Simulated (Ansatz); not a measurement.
# Amorphous SiCO: valence band and core levels, part 5 of 7

How wide do site differences make the core lines of amorphous SiCO?

Ansatz 0.2.0; DFT, PBEsol, plane-wave PAW, default files, scalar-relativistic.

So far. Step 5 (Dynamics at 300 K): Beyond half the shortest lattice vector, 3.8 Å, g(r) counts periodic images.

**6. Relaxing the atoms**

The quenched cell is relaxed to a local minimum.

Input file input.yaml:

```yaml
crystal:
  lattice:
    - [7.5090830355, 0.0, 0.0]
    - [0.0, 7.5090830355, 0.0]
    - [0.0, 0.0, 7.5090830355]
  atoms:
    - { symbol: Si, position: [1.0839723315, 0.8060843977, 1.0351400452] }
    - { symbol: Si, position: [0.274130402, 0.5826020609, 0.2980152527] }
    - { symbol: Si, position: [1.0269032271, 0.2660738257, 0.7894541378] }
    - { symbol: Si, position: [0.5384674118, 1.0857591794, 0.250752964] }
    - { symbol: Si, position: [0.318053445, 1.0007220036, 0.7261242883] }
    - { symbol: Si, position: [0.4831021626, 0.7432503574, 0.4523199448] }
    - { symbol: Si, position: [0.6830026327, 0.4208459726, 0.3351054301] }
    - { symbol: Si, position: [0.2998526054, 0.3830023894, 0.9240324186] }
    - { symbol: Si, position: [0.0837726356, 1.0971073335, 0.5291163758] }
    - { symbol: Si, position: [0.8968474878, 0.1487020145, 0.1213777032] }
    - { symbol: O, position: [0.4391878644, 0.8877886352, 0.2737271905] }
    - { symbol: O, position: [0.4341879469, 0.4826177057, 0.7578732172] }
    - { symbol: O, position: [0.1199792345, 0.4774444056, 0.8411136888] }
    - { symbol: O, position: [0.8482845103, 0.2435193835, -0.0826042593] }
    - { symbol: O, position: [1.1077151362, 0.720545245, 0.2458166876] }
    - { symbol: O, position: [0.5144715026, 0.1567825558, 0.4635593704] }
    - { symbol: O, position: [0.6629370688, 0.6196328876, 0.4441186083] }
    - { symbol: O, position: [0.7156900193, 0.0193371093, 0.1363658243] }
    - { symbol: O, position: [0.1681904904, 0.4333033311, 0.4375005211] }
    - { symbol: O, position: [0.3616531523, 0.7768781893, 0.8189971852] }
    - { symbol: C, position: [0.9052202846, 0.3229155453, 0.2890600838] }
    - { symbol: C, position: [0.3835380447, 0.4308602023, 0.1313191004] }
    - { symbol: C, position: [0.4178487546, 0.645553914, 0.7079632669] }
    - { symbol: C, position: [0.198429738, 1.1389282814, 0.9074614641] }
    - { symbol: C, position: [0.1117050286, 1.0500842031, 0.0685656288] }
    - { symbol: C, position: [1.085070629, 0.2995398576, 0.3694694038] }
    - { symbol: C, position: [0.8723914179, 0.9896723573, 0.5580404872] }
    - { symbol: C, position: [0.5253737663, 0.9980341396, 0.5827813635] }
    - { symbol: C, position: [0.7113102173, 0.9912724634, 0.6077683714] }
    - { symbol: C, position: [0.5182184681, 0.3231961882, 0.183911845] }
kpoints:
  mp_grid: { grid: [2, 2, 2] }
scf:
  occupations: { method: fermi_dirac, width: 0.03 }
  n_extra_bands: 23
hamiltonian:
  xc: pbesol
  pseudopotentials: { kind: paw }
output:
  forces: true
relax:
  f_tol: 0.05
  max_steps: 60
```

Started as:

```sh
$ ansatz run input.yaml --threads 3 --pin off --max-ram 8192MiB --backend cpu --events-out ev --progress --plain --runs-dir out
```

Numbers of over 12 decimals in the logs are rounded to 6 here.

What it wrote:

```text
[...]
Crystal: 30 atoms, lattice volume = 423.410 Å³
Basis set: ecut = 420 eV, 8289 PW (Γ), exchange–correlation on 108×108×108 points (8 copies of the dense FFT grid, shifted against one another)
Bands: 93, of which v1, the nominal top of the filled ones, is band 70 counted from 1 (69 counted from 0)
Symmetry: 1 space group operations
[...]
k-points: 8
[...]
SCF iter   1: F=—  HF=-14279.371474 eV  |F-HF|=—  |Δ(HF+E_count)|=         —  Δρ=1.37e-2  dr2=1.14e0  ethr=1.77e-3  ⟨swp⟩=7.9  Hψ=3750  notcnv=0  defer=70
[...]
SCF iter   8: F=-14279.145513 eV  HF=-14279.145518 eV  |F-HF|=5.09e-6  |Δ(HF+E_count)|=   2.72e-6  Δρ=4.07e-5  dr2=8.61e-6  ethr=3.71e-8  ⟨swp⟩=4.0  Hψ=2341  notcnv=0
SCF 1 converged in 8 iterations: F = -14279.145513 eV  dr2 = 8.61e-6
[...]
relax step   1: F+E_penalty+E_count = -14279.14551281 eV  Δ(F+E_penalty+E_count) = +0.000e0 eV  max|allowed force component| = 3.949e0 eV/Å  Δτ_max = 0.0000 Å  (8 SCF iters, dr2 threshold 6.25e-5 eV, accepted)
[...]
SCF iter   8: F=-14280.679350 eV  HF=-14280.679353 eV  |F-HF|=2.27e-6  |Δ(HF+E_count)|=   2.53e-6  Δρ=3.69e-5  dr2=4.98e-6  ethr=3.82e-8  ⟨swp⟩=4.0  Hψ=2215  notcnv=0
SCF 2 converged in 8 iterations: F = -14280.679350 eV  dr2 = 4.98e-6
[...]
relax step   2: F+E_penalty+E_count = -14280.67935024 eV  Δ(F+E_penalty+E_count) = -1.534e0 eV  max|allowed force component| = 1.870e0 eV/Å  Δτ_max = 0.1706 Å  (8 SCF iters, dr2 threshold 1.00e-4 eV, accepted)
[...]
SCF iter   7: F=-14281.263732 eV  HF=-14281.263735 eV  |F-HF|=2.26e-6  |Δ(HF+E_count)|=   2.08e-6  Δρ=6.21e-5  dr2=1.46e-5  ethr=7.14e-8  ⟨swp⟩=3.0  Hψ=2632  notcnv=0
SCF 3 converged in 7 iterations: F = -14281.263732 eV  dr2 = 1.46e-5
relax step   3: F+E_penalty+E_count = -14281.26373245 eV  Δ(F+E_penalty+E_count) = -5.844e-1 eV  max|allowed force component| = 1.174e0 eV/Å  Δτ_max = 0.1557 Å  (7 SCF iters, dr2 threshold 1.00e-4 eV, accepted)
[... from here on, the SCF cycles and remarks between the steps are left out ...]
relax step   4: F+E_penalty+E_count = -14281.23409127 eV  Δ(F+E_penalty+E_count) = +2.964e-2 eV  max|allowed force component| = 1.730e0 eV/Å  Δτ_max = 0.2000 Å  (8 SCF iters, dr2 threshold 1.00e-4 eV, rejected (line search))
relax step   5: F+E_penalty+E_count = -14281.47581461 eV  Δ(F+E_penalty+E_count) = -2.121e-1 eV  max|allowed force component| = 2.804e-1 eV/Å  Δτ_max = 0.0974 Å  (10 SCF iters, accepted)
relax step   6: F+E_penalty+E_count = -14281.49432886 eV  Δ(F+E_penalty+E_count) = -1.851e-2 eV  max|allowed force component| = 1.200e-1 eV/Å  Δτ_max = 0.0364 Å  (7 SCF iters, dr2 threshold 4.91e-6 eV, accepted)
relax step   7: F+E_penalty+E_count = -14281.50857657 eV  Δ(F+E_penalty+E_count) = -1.425e-2 eV  max|allowed force component| = 1.323e-1 eV/Å  Δτ_max = 0.0709 Å  (9 SCF iters, accepted)
relax step   8: F+E_penalty+E_count = -14281.51338958 eV  Δ(F+E_penalty+E_count) = -4.813e-3 eV  max|allowed force component| = 9.462e-2 eV/Å  Δτ_max = 0.0456 Å  (7 SCF iters, dr2 threshold 3.21e-6 eV, accepted)
relax step   9: F+E_penalty+E_count = -14281.51588127 eV  Δ(F+E_penalty+E_count) = -2.492e-3 eV  max|allowed force component| = 7.224e-2 eV/Å  Δτ_max = 0.0341 Å  (7 SCF iters, dr2 threshold 4.58e-6 eV, accepted)
relax step  10: F+E_penalty+E_count = -14281.51783193 eV  Δ(F+E_penalty+E_count) = -1.951e-3 eV  max|allowed force component| = 5.859e-2 eV/Å  Δτ_max = 0.0115 Å  (6 SCF iters, dr2 threshold 2.67e-6 eV, accepted)
relax step  11: F+E_penalty+E_count = -14281.51929072 eV  Δ(F+E_penalty+E_count) = -1.459e-3 eV  max|allowed force component| = 6.485e-2 eV/Å  Δτ_max = 0.0184 Å  (9 SCF iters, accepted)
relax step  12: F+E_penalty+E_count = -14281.52038687 eV  Δ(F+E_penalty+E_count) = -1.096e-3 eV  max|allowed force component| = 6.569e-2 eV/Å  Δτ_max = 0.0184 Å  (6 SCF iters, dr2 threshold 2.77e-6 eV, accepted)
relax step  13: F+E_penalty+E_count = -14281.52314366 eV  Δ(F+E_penalty+E_count) = -2.757e-3 eV  max|allowed force component| = 7.161e-2 eV/Å  Δτ_max = 0.0535 Å  (7 SCF iters, dr2 threshold 4.31e-6 eV, accepted)
relax step  14: F+E_penalty+E_count = -14281.52757005 eV  Δ(F+E_penalty+E_count) = -4.426e-3 eV  max|allowed force component| = 3.404e-1 eV/Å  Δτ_max = 0.1614 Å  (8 SCF iters, dr2 threshold 5.13e-6 eV, accepted)
relax step  15: F+E_penalty+E_count = -14281.54779278 eV  Δ(F+E_penalty+E_count) = -2.022e-2 eV  max|allowed force component| = 2.996e-1 eV/Å  Δτ_max = 0.0504 Å  (5 SCF iters, dr2 threshold 1.00e-4 eV, accepted)
relax step  16: F+E_penalty+E_count = -14281.58784328 eV  Δ(F+E_penalty+E_count) = -4.005e-2 eV  max|allowed force component| = 3.868e-1 eV/Å  Δτ_max = 0.1943 Å  (7 SCF iters, dr2 threshold 6.96e-5 eV, accepted)
relax step  17: F+E_penalty+E_count = -14281.61780740 eV  Δ(F+E_penalty+E_count) = -2.996e-2 eV  max|allowed force component| = 1.962e-1 eV/Å  Δτ_max = 0.0955 Å  (6 SCF iters, dr2 threshold 1.00e-4 eV, accepted)
relax step  18: F+E_penalty+E_count = -14281.65006621 eV  Δ(F+E_penalty+E_count) = -3.226e-2 eV  max|allowed force component| = 3.425e-1 eV/Å  Δτ_max = 0.1474 Å  (7 SCF iters, dr2 threshold 9.91e-6 eV, accepted)
relax step  19: F+E_penalty+E_count = -14281.71125017 eV  Δ(F+E_penalty+E_count) = -6.118e-2 eV  max|allowed force component| = 4.406e-1 eV/Å  Δτ_max = 0.1948 Å  (7 SCF iters, dr2 threshold 3.02e-5 eV, accepted)
relax step  20: F+E_penalty+E_count = -14281.83227494 eV  Δ(F+E_penalty+E_count) = -1.210e-1 eV  max|allowed force component| = 9.362e-1 eV/Å  Δτ_max = 0.1940 Å  (7 SCF iters, dr2 threshold 1.00e-4 eV, accepted)
relax step  21: F+E_penalty+E_count = -14282.12228175 eV  Δ(F+E_penalty+E_count) = -2.900e-1 eV  max|allowed force component| = 1.462e0 eV/Å  Δτ_max = 0.1999 Å  (9 SCF iters, dr2 threshold 1.00e-4 eV, accepted)
relax step  22: F+E_penalty+E_count = -14282.19333108 eV  Δ(F+E_penalty+E_count) = -7.105e-2 eV  max|allowed force component| = 4.759e0 eV/Å  Δτ_max = 0.1939 Å  (8 SCF iters, dr2 threshold 1.00e-4 eV, accepted)
relax step  23: F+E_penalty+E_count = -14282.79600634 eV  Δ(F+E_penalty+E_count) = -6.027e-1 eV  max|allowed force component| = 2.622e0 eV/Å  Δτ_max = 0.2000 Å  (8 SCF iters, dr2 threshold 1.00e-4 eV, accepted)
relax step  24: F+E_penalty+E_count = -14283.14329037 eV  Δ(F+E_penalty+E_count) = -3.473e-1 eV  max|allowed force component| = 7.489e-1 eV/Å  Δτ_max = 0.1950 Å  (7 SCF iters, dr2 threshold 1.00e-4 eV, accepted)
relax step  25: F+E_penalty+E_count = -14283.30315741 eV  Δ(F+E_penalty+E_count) = -1.599e-1 eV  max|allowed force component| = 4.612e-1 eV/Å  Δτ_max = 0.2000 Å  (7 SCF iters, dr2 threshold 4.58e-5 eV, accepted)
relax step  26: F+E_penalty+E_count = -14283.35137199 eV  Δ(F+E_penalty+E_count) = -4.821e-2 eV  max|allowed force component| = 4.416e-1 eV/Å  Δτ_max = 0.1050 Å  (7 SCF iters, dr2 threshold 1.74e-5 eV, accepted)
relax step  27: F+E_penalty+E_count = -14283.40434173 eV  Δ(F+E_penalty+E_count) = -5.297e-2 eV  max|allowed force component| = 4.504e-1 eV/Å  Δτ_max = 0.2000 Å  (6 SCF iters, dr2 threshold 7.40e-5 eV, accepted)
relax step  28: F+E_penalty+E_count = -14283.42944502 eV  Δ(F+E_penalty+E_count) = -2.510e-2 eV  max|allowed force component| = 6.653e-1 eV/Å  Δτ_max = 0.1986 Å  (6 SCF iters, dr2 threshold 1.00e-4 eV, accepted)
relax step  29: F+E_penalty+E_count = -14283.44811821 eV  Δ(F+E_penalty+E_count) = -1.867e-2 eV  max|allowed force component| = 5.950e-1 eV/Å  Δτ_max = 0.2000 Å  (7 SCF iters, dr2 threshold 1.00e-4 eV, accepted)
relax step  30: F+E_penalty+E_count = -14283.45966526 eV  Δ(F+E_penalty+E_count) = -1.155e-2 eV  max|allowed force component| = 1.847e-1 eV/Å  Δτ_max = 0.0701 Å  (6 SCF iters, dr2 threshold 1.00e-4 eV, accepted)
relax step  31: F+E_penalty+E_count = -14283.46238460 eV  Δ(F+E_penalty+E_count) = -2.719e-3 eV  max|allowed force component| = 7.692e-2 eV/Å  Δτ_max = 0.0136 Å  (8 SCF iters, dr2 threshold 3.29e-6 eV, accepted)
relax step  32: F+E_penalty+E_count = -14283.46058134 eV  Δ(F+E_penalty+E_count) = +1.803e-3 eV  max|allowed force component| = 9.883e-2 eV/Å  Δτ_max = 0.0585 Å  (12 SCF iters, rejected (line search))
SCF iter   1: F=—  HF=-14283.465796 eV  |F-HF|=—  |Δ(HF+E_count)|=         —  Δρ=2.37e-3  dr2=9.91e-3  ethr=8.94e-5  ⟨swp⟩=3.0  Hψ=1590  notcnv=0  defer=126
[...]
SCF iter  10: F=-14283.463920 eV  HF=-14283.463920 eV  |F-HF|=6.07e-8  |Δ(HF+E_count)|=   4.29e-8  Δρ=3.79e-6  dr2=8.46e-8  ethr=7.14e-11  ⟨swp⟩=3.2  Hψ=2911  notcnv=0
SCF 33 converged in 10 iterations: F = -14283.463920 eV  dr2 = 8.46e-8
relax step  33: F+E_penalty+E_count = -14283.46391957 eV  Δ(F+E_penalty+E_count) = -1.535e-3 eV  max|allowed force component| = 3.285e-2 eV/Å  Δτ_max = 0.0269 Å  (10 SCF iters, accepted)
SCF converged after 10 iterations
Free energy (F): -14283.463920 eV
[...]
Internal energy: -14283.442463 eV  (E = F + TS)
E sigma→0 (E₀):  -14283.453191 eV
Entropy (-TS):   -0.021457 eV (-0.715 meV/atom)
Fermi energy:    5.059058 eV
[...]
--- Forces (eV/Å), atoms counted from 1 ---
  atom   1  Si     0.00904807    -0.00797986     0.01017776
  atom   2  Si    -0.01674373    -0.00681628    -0.00399998
  atom   3  Si     0.00126411     0.00328066     0.00039629
  atom   4  Si     0.00113375    -0.01393579    -0.00702600
  atom   5  Si     0.00658076    -0.00097014     0.01159376
  atom   6  Si     0.00029568    -0.00126645    -0.00401589
  atom   7  Si    -0.00706424     0.00424611    -0.00049661
  atom   8  Si     0.01264516     0.00892835     0.00665440
  atom   9  Si    -0.00592659    -0.00278331    -0.00441993
  atom  10  Si     0.00300093    -0.02015198     0.00263358
  atom  11  O      0.00067493     0.00019003    -0.01244113
  atom  12  O     -0.00741575    -0.00519512    -0.01552082
  atom  13  O     -0.00865934    -0.00202891    -0.00150676
  atom  14  O     -0.00104399     0.00908853    -0.00318344
  atom  15  O      0.00048945     0.00474873    -0.00494003
  atom  16  O     -0.00786421    -0.00003496     0.01032963
  atom  17  O      0.00940377    -0.00758564    -0.01226655
  atom  18  O      0.00585801     0.01575361     0.00117810
  atom  19  O      0.01051523     0.00078029     0.02192708
  atom  20  O      0.02343517     0.01135970     0.00752652
  atom  21  C      0.01623812     0.00629772     0.01655163
  atom  22  C     -0.02821488     0.02129632    -0.01319096
  atom  23  C     -0.02862897    -0.00083149     0.00791026
  atom  24  C     -0.00613222    -0.00624326     0.01110797
  atom  25  C     -0.00254350     0.00783997    -0.01782077
  atom  26  C     -0.01913939     0.00003231    -0.02849030
  atom  27  C     -0.02950536    -0.00761781     0.00853016
  atom  28  C      0.00302287    -0.00404183    -0.00275439
  atom  29  C      0.03285190     0.00727228     0.00340078
  atom  30  C      0.03241806    -0.01374379     0.01223511
  max |Σ_I F_I| component: 1.12e-4 eV/Å
--- Relaxed structure (33 steps of the walk, 31 accepted, 0 SCFs on fresh bases) ---
  F+E_penalty+E_count = -14283.46391957 eV   max|allowed force component| = 3.285e-2 eV/Å
  atoms:
    - { symbol: Si, position: [1.217355, 0.874361, 1.045823] }
    - { symbol: Si, position: [0.268906, 0.590709, 0.306026] }
    - { symbol: Si, position: [0.999673, 0.305805, 0.810641] }
    - { symbol: Si, position: [0.525430, 1.074152, 0.215493] }
    - { symbol: Si, position: [0.267996, 0.981305, 0.741819] }
    - { symbol: Si, position: [0.478534, 0.701349, 0.511698] }
    - { symbol: Si, position: [0.693960, 0.447243, 0.307827] }
    - { symbol: Si, position: [0.287978, 0.396118, 0.929023] }
    - { symbol: Si, position: [0.039249, 1.120009, 0.562562] }
    - { symbol: Si, position: [0.881799, 0.161315, 0.122964] }
    - { symbol: O, position: [0.426647, 0.917039, 0.100841] }
    - { symbol: O, position: [0.434782, 0.430886, 0.764974] }
    - { symbol: O, position: [0.101181, 0.498399, 0.858197] }
    - { symbol: O, position: [0.824370, 0.270663, -0.064570] }
    - { symbol: O, position: [1.142009, 0.724518, 0.188769] }
    - { symbol: O, position: [0.430979, 0.057893, 0.416503] }
    - { symbol: O, position: [0.662879, 0.641655, 0.398857] }
    - { symbol: O, position: [0.732548, 0.014066, 0.181372] }
    - { symbol: O, position: [0.156003, 0.449907, 0.443109] }
    - { symbol: O, position: [0.611609, 0.658921, 0.849889] }
    - { symbol: C, position: [0.895582, 0.334837, 0.297114] }
    - { symbol: C, position: [0.377584, 0.442709, 0.147848] }
    - { symbol: C, position: [0.517068, 0.589966, 0.739412] }
    - { symbol: C, position: [0.197895, 1.169091, 0.911792] }
    - { symbol: C, position: [0.100290, 1.080200, 0.058651] }
    - { symbol: C, position: [1.045840, 0.317543, 0.402563] }
    - { symbol: C, position: [0.818996, 1.023675, 0.577578] }
    - { symbol: C, position: [0.476998, 0.952703, 0.569311] }
    - { symbol: C, position: [0.661433, 0.988661, 0.606346] }
    - { symbol: C, position: [0.513934, 0.326358, 0.201815] }
```

It took 2.7 min on 3 threads of Intel Xeon at 2.80GHz (Skylake/Cascade Lake), shared host; peak memory 1.1 GiB; 7.5 min of CPU time.

Relaxation path (22 of 33):

```
step  energy less that of the first step (eV)  largest force component (eV/Å)
   1                                   0.0000                          3.9487
   3                                  -2.1182                          1.1735
   4                                  -2.0886                          1.7297
   6                                  -2.3488                          0.1200
   7                                  -2.3631                          0.1323
   9                                  -2.3704                          0.0722
  10                                  -2.3723                          0.0586
  12                                  -2.3749                          0.0657
  13                                  -2.3776                          0.0716
  15                                  -2.4023                          0.2996
  16                                  -2.4423                          0.3868
  18                                  -2.5046                          0.3425
  19                                  -2.5657                          0.4406
  21                                  -2.9768                          1.4624
  22                                  -3.0478                          4.7591
  24                                  -3.9978                          0.7489
  25                                  -4.1576                          0.4612
  27                                  -4.2588                          0.4504
  28                                  -4.2839                          0.6653
  30                                  -4.3142                          0.1847
  31                                  -4.3169                          0.0769
  33                                  -4.3184                          0.0329
```

Relaxation steps 4, 32 were tried and not accepted.

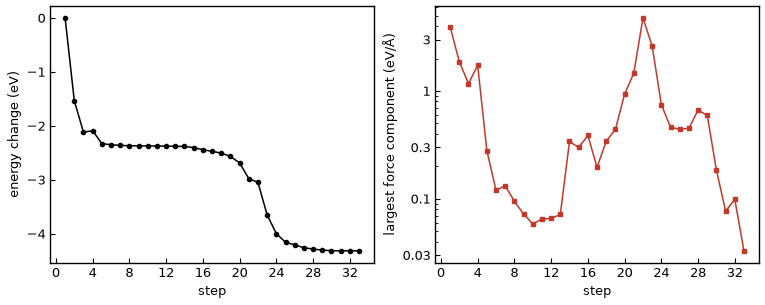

Energy and largest force along the relaxation.

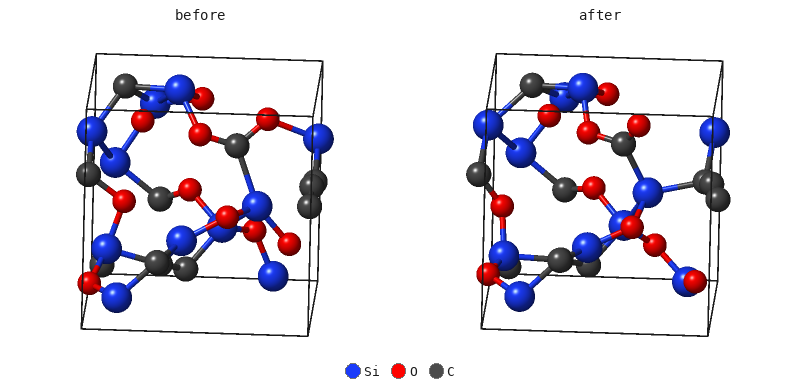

Before and after, at one scale. Bonds to atoms that aren't drawn are left out.

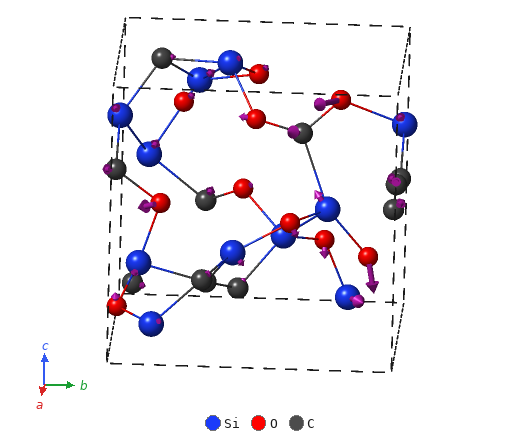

Displacements in the relaxation, scaled; the longest in the cell stands for 2.09 Å. Bonds to atoms that aren't drawn are left out. Some periodic images of atoms are drawn too.

The atoms that moved most (Å):

```
atom      dx      dy      dz  length
 O20   1.877  -0.886   0.232   2.088
 O11  -0.094   0.220  -1.298   1.320
 Si1   1.002   0.513   0.080   1.128
 O16  -0.627  -0.743  -0.353   1.034
 C23   0.745  -0.417   0.236   0.886
 Si6  -0.034  -0.315   0.446   0.547
 C28  -0.363  -0.340  -0.101   0.508
 O15   0.258   0.030  -0.428   0.501
```

The relaxed structure:

```cif
data_structure
_symmetry_space_group_name_H-M 'P 1'
_symmetry_Int_Tables_number 1
_cell_length_a 7.5091
_cell_length_b 7.5091
_cell_length_c 7.5091
_cell_angle_alpha 90.000
_cell_angle_beta 90.000
_cell_angle_gamma 90.000
_cell_volume 423.41
loop_
_atom_site_label
_atom_site_type_symbol
_atom_site_fract_x
_atom_site_fract_y
_atom_site_fract_z
_atom_site_occupancy
Si1 Si 0.21736 0.87436 0.04582 1
Si2 Si 0.26891 0.59071 0.30603 1
Si3 Si 0.99967 0.30580 0.81064 1
Si4 Si 0.52543 0.07415 0.21549 1
Si5 Si 0.26800 0.98131 0.74182 1
Si6 Si 0.47853 0.70135 0.51170 1
Si7 Si 0.69396 0.44724 0.30783 1
Si8 Si 0.28798 0.39612 0.92902 1
Si9 Si 0.03925 0.12001 0.56256 1
Si10 Si 0.88180 0.16131 0.12296 1
O11 O 0.42665 0.91704 0.10084 1
O12 O 0.43478 0.43089 0.76497 1
O13 O 0.10118 0.49840 0.85820 1
O14 O 0.82437 0.27066 0.93543 1
O15 O 0.14201 0.72452 0.18877 1
O16 O 0.43098 0.05789 0.41650 1
O17 O 0.66288 0.64165 0.39886 1
O18 O 0.73255 0.01407 0.18137 1
O19 O 0.15600 0.44991 0.44311 1
O20 O 0.61161 0.65892 0.84989 1
C21 C 0.89558 0.33484 0.29711 1
C22 C 0.37758 0.44271 0.14785 1
C23 C 0.51707 0.58997 0.73941 1
C24 C 0.19790 0.16909 0.91179 1
C25 C 0.10029 0.08020 0.05865 1
C26 C 0.04584 0.31754 0.40256 1
C27 C 0.81900 0.02367 0.57758 1
C28 C 0.47700 0.95270 0.56931 1
C29 C 0.66143 0.98866 0.60635 1
C30 C 0.51393 0.32636 0.20182 1
```

Numbers from this step:

* free energy: -14283.4639 eV
* energy at zero smearing: -14283.4532 eV
* smearing term TS: 0.02146 eV
* Fermi energy: 5.059 eV

The relaxation ends 144 meV an atom lower, with a largest force component of 0.033 eV/Å.

(Part 5 of 7 ends here.)

[Logs are printed without paths, hosts, clocks, repeated set-up lines and the standing remarks that a program may print on its own settings, such as how far it seeks lower states.]

[Hosts, paths, dates, database ids (printed as entryN), source tags and the programs' standing remarks are cut or masked in the printed files.]

[Maps of the electrostatic potential energy from Ansatz leave out the sawtooth potential of an applied field or a dipole correction, so their vacuum need not be flat; work functions include it.]
